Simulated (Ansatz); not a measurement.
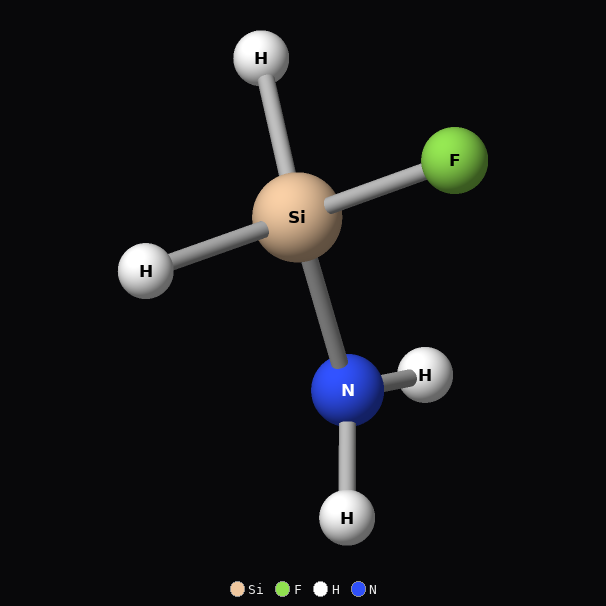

Sticks follow a distance rule. Harmonic vibrations computed with RKS PBE0-D4/def2-TZVP (Ansatz 0.2.0) at a stationary point of the same level.

How many imaginary frequencies does it have?

A minimum: no imaginary frequency, and the lowest mode lies at 266 cm⁻¹.

List the wavenumbers.

15 modes: 266, 295, 381, 561, 801, 829, 899, 904, 941, 963, 1585, 2260, 2266, 3616, 3710 cm⁻¹.
